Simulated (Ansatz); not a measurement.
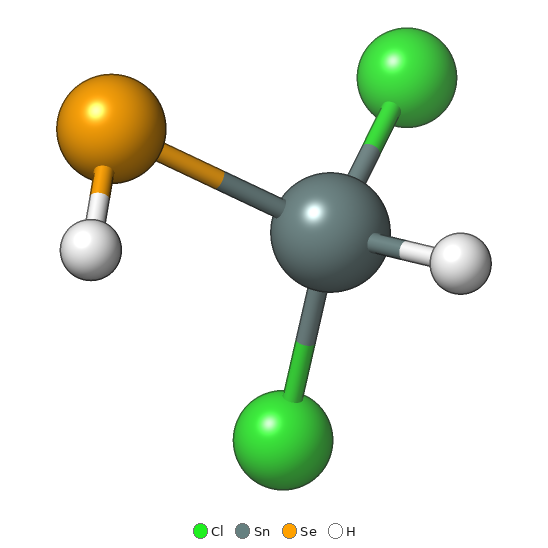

The picture shows a molecular structure as a ball-and-stick model.

The geometry was computed by an optimisation with PBE0-D4/def2-TZVP.

Describe the molecule.

The molecule is Cl2H2SeSn. SMILES: `[Cl][SnH]([Cl])[SeH]`. The point group is C1. Coordination: 1 Sn tetrahedral; 1 Se bent.

The parts below concern this one geometry. Atoms keep their numbers from picture to picture.

### Vibrations

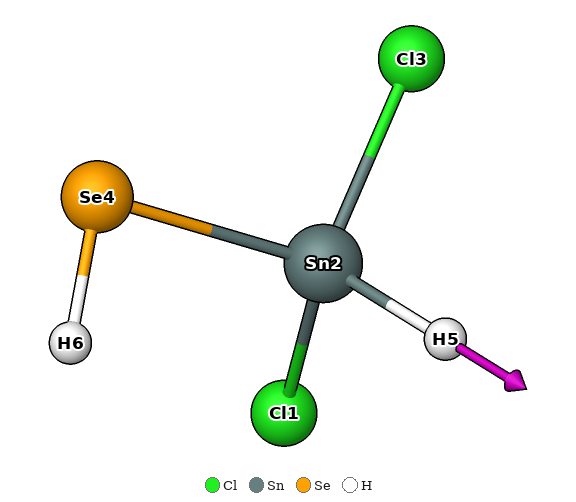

The arrows show one normal mode. Harmonic vibrations computed with RKS PBE0-D4/def2-TZVP, core potentials on Sn (Ansatz 0.2.0) at a stationary point of the same level.

> Describe the motion.

Mostly Sn–H stretching.

> Estimate its harmonic wavenumber.

1970 cm⁻¹; it is mode 11 of 12 counted from the lowest.

### Dipole moment

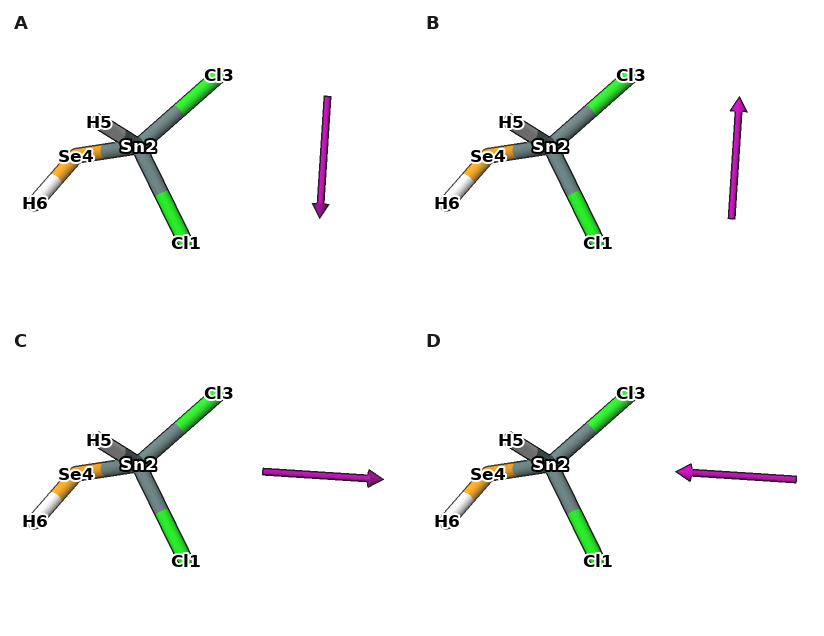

The same molecule four times, each with an arrow. Level of theory: RKS ωB97M-V/def2-TZVPP, core potentials on Sn (Ansatz 0.2.0).

> Which arrow points along the dipole moment, from the negative to the positive end?

D. The dipole moment is 2.50 D; it points from the side of Cl3 to the side of H6 (the outermost atoms at the two ends).

### Levels of theory compared

Program: Ansatz 0.2.0.

At this fixed geometry, give HOMO–LUMO gap (eV) at these levels: B97M-V/def2-TZVPP; BHLYP-D4/def2-TZVPP; CAM-B3LYP-D4/def2-TZVPP; PBE-D4/def2-TZVPP; PBE0-D4/def2-SVP; PBE0-D4/def2-TZVPP; SPW92 (LDA)/def2-TZVPP; r2SCAN-D4/def2-TZVPP; r2SCAN0-D4/def2-TZVPP; revPBE-D4/def2-TZVPP.

```json
{"level": "B97M-V/def2-TZVPP", "HOMO–LUMO gap (eV)": "4.26"}
{"level": "BHLYP-D4/def2-TZVPP", "HOMO–LUMO gap (eV)": "7.60"}
{"level": "CAM-B3LYP-D4/def2-TZVPP", "HOMO–LUMO gap (eV)": "7.91"}
{"level": "PBE-D4/def2-TZVPP", "HOMO–LUMO gap (eV)": "3.59"}
{"level": "PBE0-D4/def2-SVP", "HOMO–LUMO gap (eV)": "5.71"}
{"level": "PBE0-D4/def2-TZVPP", "HOMO–LUMO gap (eV)": "5.65"}
{"level": "SPW92 (LDA)/def2-TZVPP", "HOMO–LUMO gap (eV)": "3.47"}
{"level": "r2SCAN-D4/def2-TZVPP", "HOMO–LUMO gap (eV)": "4.07"}
{"level": "r2SCAN0-D4/def2-TZVPP", "HOMO–LUMO gap (eV)": "5.94"}
{"level": "revPBE-D4/def2-TZVPP", "HOMO–LUMO gap (eV)": "3.63"}
```
